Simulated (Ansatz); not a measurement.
# Ta(100) with 4 thermally displaced layers, 2x2: scattering by thermal displacements, part 3 of 3

Aim: the resistivity of Ta at 300 K from frozen thermal displacements between perfect leads.

Ansatz 0.2.0; Ansatz plane-wave DFT, PBE, PAW files; ballistic transport by layer matching (Landauer), zero bias; PAW set soft_1.

So far, open channels per spin nearest the Fermi level: step 2 (with 4 displaced layers) 10.5.

## Step 4: With 12 displaced layers

System of this step: Ta(100) with 12 thermally displaced layers, 2x2. The cell holds 88 atoms: 88 Ta. Its edges and angles: a = 6.605 Å, b = 6.605 Å, c = 36.328 Å, α = 90.0°, β = 90.0°, γ = 90.0°. It derives from Ta. Regions: lead, 40 atoms (40 Ta); scattering region, 48 atoms (48 Ta). The structure is stacked along c, and the current runs across the ab planes.

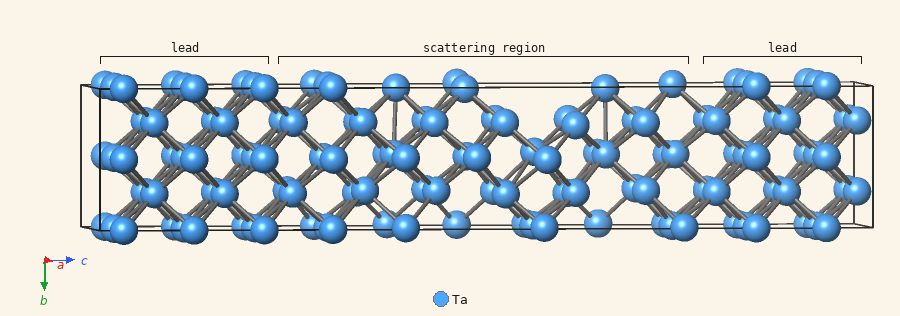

The cell of this step (tantalum blue). Some periodic images of atoms are drawn too.

The input, input.yaml:

```yaml
crystal:
  lattice:
    - [6.60512, 0.0, 0.0]
    - [0.0, 6.60512, 0.0]
    - [0.0, 0.0, 36.32816]
  atoms:
    - { symbol: Ta, position: [0.0, 0.0, 0.0227272727] }
    - { symbol: Ta, position: [0.0, 0.5, 0.0227272727] }
    - { symbol: Ta, position: [0.5, 0.0, 0.0227272727] }
    - { symbol: Ta, position: [0.5, 0.5, 0.0227272727] }
    - { symbol: Ta, position: [0.25, 0.25, 0.0681818182] }
    - { symbol: Ta, position: [0.25, 0.75, 0.0681818182] }
    - { symbol: Ta, position: [0.75, 0.25, 0.0681818182] }
    - { symbol: Ta, position: [0.75, 0.75, 0.0681818182] }
    - { symbol: Ta, position: [0.0, 0.0, 0.1136363636] }
    - { symbol: Ta, position: [0.0, 0.5, 0.1136363636] }
    - { symbol: Ta, position: [0.5, 0.0, 0.1136363636] }
    - { symbol: Ta, position: [0.5, 0.5, 0.1136363636] }
    - { symbol: Ta, position: [0.25, 0.25, 0.1590909091] }
    - { symbol: Ta, position: [0.25, 0.75, 0.1590909091] }
    - { symbol: Ta, position: [0.75, 0.25, 0.1590909091] }
    - { symbol: Ta, position: [0.75, 0.75, 0.1590909091] }
    - { symbol: Ta, position: [0.0, 0.0, 0.2045454545] }
    - { symbol: Ta, position: [0.0, 0.5, 0.2045454545] }
    - { symbol: Ta, position: [0.5, 0.0, 0.2045454545] }
    - { symbol: Ta, position: [0.5, 0.5, 0.2045454545] }
    - { symbol: Ta, position: [0.2531573217, 0.2464522407, 0.2465823379] }
    - { symbol: Ta, position: [0.2489234079, 0.7420553319, 0.2519412942] }
    - { symbol: Ta, position: [0.7471456226, 0.2508251309, 0.2484730689] }
    - { symbol: Ta, position: [0.7449526374, 0.7498859989, 0.24733045] }
    - { symbol: Ta, position: [0.0029721896, 0.998951505, 0.2933235429] }
    - { symbol: Ta, position: [0.9762941282, 0.5050713791, 0.2949197207] }
    - { symbol: Ta, position: [0.4947610127, 0.9976656765, 0.2987191572] }
    - { symbol: Ta, position: [0.4995077311, 0.5008562076, 0.2927819444] }
    - { symbol: Ta, position: [0.2662834933, 0.2590691162, 0.3428266105] }
    - { symbol: Ta, position: [0.2504712318, 0.7590608803, 0.341575765] }
    - { symbol: Ta, position: [0.7560612053, 0.2484956145, 0.3382601861] }
    - { symbol: Ta, position: [0.760169942, 0.7308734566, 0.3404778713] }
    - { symbol: Ta, position: [0.9979783515, 0.9896916145, 0.3874655552] }
    - { symbol: Ta, position: [0.998019796, 0.4956816768, 0.3872979077] }
    - { symbol: Ta, position: [0.4952891474, 0.0137296847, 0.3869952794] }
    - { symbol: Ta, position: [0.495311349, 0.4807814758, 0.3840133127] }
    - { symbol: Ta, position: [0.2607430232, 0.2494997928, 0.431309343] }
    - { symbol: Ta, position: [0.2662430899, 0.7373213653, 0.4307656243] }
    - { symbol: Ta, position: [0.7453286009, 0.2557957826, 0.4306256613] }
    - { symbol: Ta, position: [0.7439365334, 0.73413354, 0.4331289851] }
    - { symbol: Ta, position: [0.0079684657, 0.995291147, 0.4775662855] }
    - { symbol: Ta, position: [0.9872225489, 0.4953362568, 0.479749212] }
    - { symbol: Ta, position: [0.5013416609, 0.0228373072, 0.4758579666] }
    - { symbol: Ta, position: [0.5057359517, 0.4980674787, 0.4782896279] }
    - { symbol: Ta, position: [0.2499287177, 0.2444527111, 0.5211679722] }
    - { symbol: Ta, position: [0.2803069293, 0.7492354654, 0.5191028844] }
    - { symbol: Ta, position: [0.7435887615, 0.2567022361, 0.5218286462] }
    - { symbol: Ta, position: [0.7634476363, 0.759908431, 0.5224534863] }
    - { symbol: Ta, position: [0.9953322754, 0.9900678186, 0.5669238224] }
    - { symbol: Ta, position: [0.9854383862, 0.5119051258, 0.5710406617] }
    - { symbol: Ta, position: [0.4875834209, 0.988319389, 0.5650034086] }
    - { symbol: Ta, position: [0.4904725662, 0.4692947157, 0.5661288885] }
    - { symbol: Ta, position: [0.2628196518, 0.2465831222, 0.6151722418] }
    - { symbol: Ta, position: [0.2451666754, 0.7674037116, 0.6139944027] }
    - { symbol: Ta, position: [0.7462240125, 0.275230009, 0.6130532155] }
    - { symbol: Ta, position: [0.7379285433, 0.7519958248, 0.6135665684] }
    - { symbol: Ta, position: [0.0105403247, 0.9908899023, 0.6605371646] }
    - { symbol: Ta, position: [0.0084291839, 0.4934000949, 0.6593842949] }
    - { symbol: Ta, position: [0.4917882456, 0.0231876672, 0.6578254135] }
    - { symbol: Ta, position: [0.4955214838, 0.4894644845, 0.6584688521] }
    - { symbol: Ta, position: [0.2499419171, 0.2575893843, 0.7034482741] }
    - { symbol: Ta, position: [0.2481636756, 0.7359983925, 0.7030584285] }
    - { symbol: Ta, position: [0.7772403992, 0.2602924024, 0.7031410615] }
    - { symbol: Ta, position: [0.7367801964, 0.7403566322, 0.7045064712] }
    - { symbol: Ta, position: [0.0003432746, 0.9926422003, 0.7476877392] }
    - { symbol: Ta, position: [0.01405982, 0.5044647864, 0.7493268179] }
    - { symbol: Ta, position: [0.4978188247, 0.9947657372, 0.7447232725] }
    - { symbol: Ta, position: [0.5011432853, 0.4894179632, 0.748197953] }
    - { symbol: Ta, position: [0.25, 0.25, 0.7954545455] }
    - { symbol: Ta, position: [0.25, 0.75, 0.7954545455] }
    - { symbol: Ta, position: [0.75, 0.25, 0.7954545455] }
    - { symbol: Ta, position: [0.75, 0.75, 0.7954545455] }
    - { symbol: Ta, position: [0.0, 0.0, 0.8409090909] }
    - { symbol: Ta, position: [0.0, 0.5, 0.8409090909] }
    - { symbol: Ta, position: [0.5, 0.0, 0.8409090909] }
    - { symbol: Ta, position: [0.5, 0.5, 0.8409090909] }
    - { symbol: Ta, position: [0.25, 0.25, 0.8863636364] }
    - { symbol: Ta, position: [0.25, 0.75, 0.8863636364] }
    - { symbol: Ta, position: [0.75, 0.25, 0.8863636364] }
    - { symbol: Ta, position: [0.75, 0.75, 0.8863636364] }
    - { symbol: Ta, position: [0.0, 0.0, 0.9318181818] }
    - { symbol: Ta, position: [0.0, 0.5, 0.9318181818] }
    - { symbol: Ta, position: [0.5, 0.0, 0.9318181818] }
    - { symbol: Ta, position: [0.5, 0.5, 0.9318181818] }
    - { symbol: Ta, position: [0.25, 0.25, 0.9772727273] }
    - { symbol: Ta, position: [0.25, 0.75, 0.9772727273] }
    - { symbol: Ta, position: [0.75, 0.25, 0.9772727273] }
    - { symbol: Ta, position: [0.75, 0.75, 0.9772727273] }
kpoints:
  mp_grid: { grid: [4, 4, 1] }
hamiltonian:
  xc: pbe
  pseudopotentials: { kind: paw, azcp: { folder: soft_1 } }
scf:
  occupations: { method: fermi_dirac, width: 0.1 }
output:
  transmission: { leads: [[0, 4]], kmesh: [8, 8], e_range: [-0.05, 0.05], de: 0.05 }
  write_potential: true
  write_density: true
  volumetric_format: npy
```

The run is started by

```
$ ansatz run input.yaml --threads 4 --pin off --max-ram 15360MiB --backend cpu --events-out ev --progress --plain --runs-dir out
```

Numbers of over 12 decimals in the logs are rounded to 6 here.

Output:

```text
[...]
Crystal: 88 atoms, lattice volume = 1584.911 Å³
Basis set: ecut = 420 eV, 30897 PW (Γ)
Bands: 687, of which v1, the nominal top of the filled ones, is band 572 counted from 1 (571 counted from 0)
Symmetry: 1 space group operations
[...]
k-points: 10 of 16 (time reversal used)
[...]
SCF iter   1: F=—  HF=-874133.222814 eV  |F-HF|=—  |Δ(HF+E_count)|=         —  Δρ=4.26e-2  dr2=4.54e1  ethr=3.10e-3  ⟨swp⟩=6.0  Hψ=27407  notcnv=0  defer=36
[...]
SCF iter   7: F=-874122.275879 eV  HF=-874122.275879 eV  |F-HF|=8.38e-9  |Δ(HF+E_count)|=   4.89e-8  Δρ=1.74e-6  dr2=4.03e-8  ethr=8.74e-12  ⟨swp⟩=11.5  Hψ=21109  notcnv=0
SCF 1 converged in 7 iterations: F = -874122.275879 eV  dr2 = 4.03e-8
[...]
transmission: 228 of 2278 steps passed
transmission: 456 of 2278 steps passed
[...]
transmission: 2278 of 2278 steps passed
SCF converged after 7 iterations
Free energy (F): -874122.275879 eV
[...]
Internal energy: -874118.595067 eV  (E = F + TS)
E sigma→0 (E₀):  -874120.435473 eV
Entropy (-TS):   -3.680812 eV (-41.827 meV/atom)
Fermi energy:    18.544382 eV
[...]
--- Band table (eV; the first three rows and the last of 10) ---
  k-point 0: bands = [... 568 lower, 19.2061, 19.2132, 19.2210, 19.2252, 19.2355, 19.2375, 19.2488, 19.2528, ... 111 higher]
  k-point 1: bands = [... 568 lower, 18.8521, 18.8628, 18.8822, 18.8909, 18.9033, 18.9055, 18.9277, 18.9497, ... 111 higher]
  k-point 2: bands = [... 568 lower, 18.3778, 18.3843, 18.4094, 18.4234, 18.4367, 18.4795, 18.5487, 18.5653, ... 111 higher]
  k-point 9: bands = [... 568 lower, 17.8780, 17.8820, 17.8895, 17.8983, 17.9114, 17.9217, 17.9243, 17.9285, ... 111 higher]
--- Transmission ---
  basis      : 377 plane waves across, 67 finite elements along
  points     : 34, standing for a mesh of 8 x 8
[...]
channels       : 1.048438e1 a spin
[...]
junction   : crystal 0 to crystal 0, 0.70 to 35.37 Å
    transmission   : 5.922026e0 a spin
[...]
```

The job ended after 43 min (4 threads of Arm Neoverse V1, shared host; peak memory 8.6 GiB).

Numbers from this step:

- free energy: -874122.2759 eV
- energy at zero smearing: -874120.4355 eV
- transmission per spin nearest the Fermi level: 5.922
- step of the lead's potential: 4.3 meV

Per spin. Transmission, zone mean against energy, zero at the Fermi level:

```
energy (eV)  transmission, zone mean
    -0.0500                     5.92
     0.0000                     5.92
     0.0500                     5.68
```

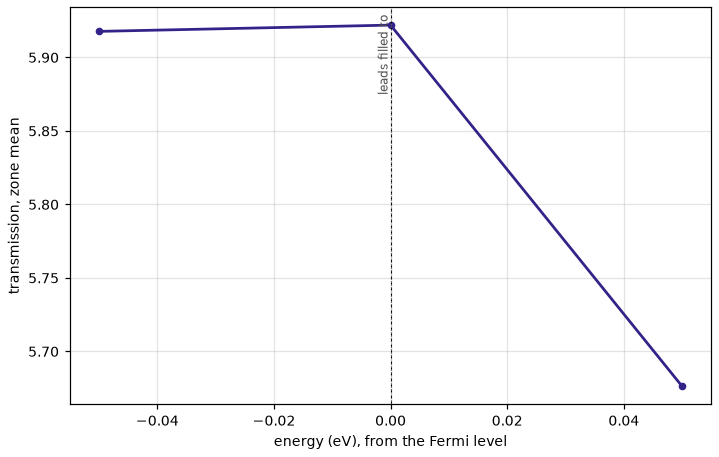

Transmission, zone mean, plotted against energy.

Over the solved energies the transmission per spin lies between 5.68 and 5.92, out of 10.2 channels of the lead on average (up to 10.5).

## Step 5: Resistance against length

This step: Ansatz plane-wave DFT, PBE, PAW files; ballistic transport by layer matching (Landauer), zero bias; resistivity from the slope of the area resistance; PAW set soft_1 (Ansatz 0.2.0).

Numbers from this step:

* resistivity: 21.08 µΩ cm
* intercept: -0.006243 fΩ m²
* scatter about the fit: 0.002163 fΩ m²

Resistance, by row:

```
run  length (Å)      T  channels N  RA (fΩ m²)
 n4       6.605  8.237       10.26      0.1346
 n8       13.21  6.862       10.21      0.2692
n12       19.82  5.839       10.21      0.4131
```

The area resistance by length of the displaced region:

```
length of the displaced region (Å)  area resistance (fΩ m²)
                              6.61                    0.135
                             13.21                    0.269
                             19.82                    0.413
```

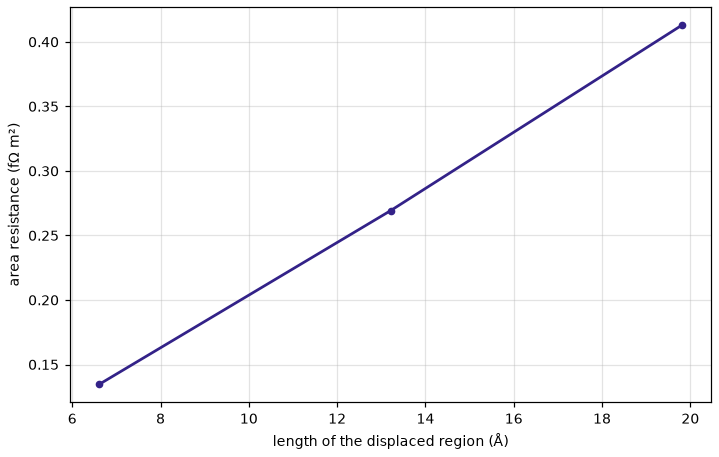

Area resistance against length of the displaced region.

The area resistance goes from 0.13 to 0.41 fΩ m² between 6.6 and 19.8 Å, a slope of 21 µΩ cm.

By hand from the end points: (0.4131 − 0.1346) fΩ m² / (19.82 − 6.61) Å = 21 µΩ cm, since 1 fΩ m² per Å is 1000 µΩ cm.

## Step 6: Outcome

- resistivity from the slope: 21.1 µΩ cm
- area resistance over 6.61 Å: 0.135 fΩ m²
- area resistance over 13.2 Å: 0.269 fΩ m²
- area resistance over 19.8 Å: 0.413 fΩ m²

**Reading.** The slope gives 21 µΩ cm. The points scatter by 0.0022 fΩ m² about the line, with one random draw a length in a 2x2 cell, so the slope is a rough value. The mean square of the displacements drawn is 0.78, 0.99 and 1.2 of the nominal one at the three lengths; with each resistance scaled back by that, the slope is 14 µΩ cm, the value used below. Read with a model of isotropic scattering on a spherical Fermi surface and the lead's 1.8×10¹⁵ S/m², this slope means a mean free path near 33 Å; over these lengths the model's slope is 1.07 times its bulk resistivity, which would be 13 µΩ cm. Uncorrelated displacements put too much weight on short waves, which scatter strongly; with the sideways repeat of a small cell, one draw and three short lengths, the method is good to a factor of two or three. The measured value is 13.5 µΩ cm (CRC Handbook of Chemistry and Physics, 84th ed., 2003, Electrical Resistivity of Pure Metals); the scaled slope is 1.0 times that and the corrected value 0.94: fair for so small a cell. Spin-orbit coupling is left out, which matters for Ta.

[Logs are printed without paths, hosts, clocks, repeated set-up lines and the standing remarks that a program may print on its own settings, such as how far it seeks lower states.]

[Hosts, paths, dates, database ids (printed as entryN), source tags and the programs' standing remarks are cut or masked in the printed files.]
